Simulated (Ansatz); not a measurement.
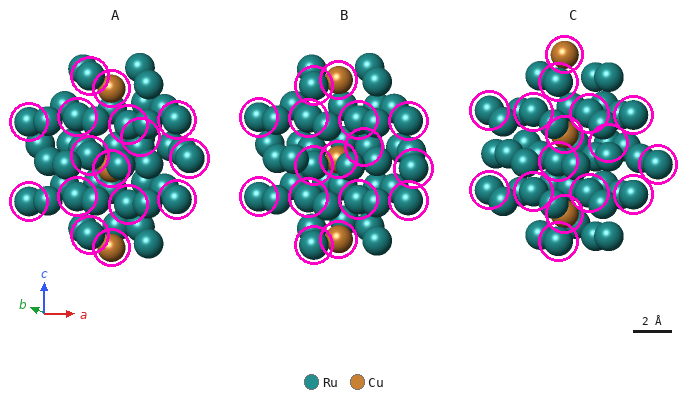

3 geometries from a converged minimum-energy path of Ru with an interstitial Cu (13 atoms in the cell), shuffled. A spheres-only model of the atoms within 5.3 Å of the middle of the path, seen slightly off an axis. The atoms that move most are ringed.

Computed with Ansatz, DFT LDA, scalar-relativistic, plane waves, PAW. Set-up: plane-wave cutoff 420 eV; k-point mesh 4 × 3 × 4; Gaussian smearing 0.05 eV; 3 movable images; climbing image; force threshold 0.03 eV/Å; iteration limit 80; starting path by image-dependent pair potential.

Question: Which of them lies highest in energy?

Answer: B. In order along the path, whose images run from 0 to 4: C (image 0, 0.00 eV), B (image 2, +1.81 eV), A (image 3, +0.67 eV). The Cu atom travels furthest, 2.13 Å from end to end, along −c, on a path that bends up to 0.55 Å away from the straight line. At the highest image its nearest neighbour (Ru) is 2.08 Å away, against 2.18 Å at the start, and the surrounding atoms stand up to 0.91 Å off the mean of their end positions.

Limits of the set-up: the periodic images lie only 4.3 Å apart, so the values are limited by the cell's size.

Cost: 22 min on 4 threads of Intel(R) Xeon(R) CPU @ 2.60GHz (Ice Lake), with other jobs on the host, peak memory 2.2 GiB.
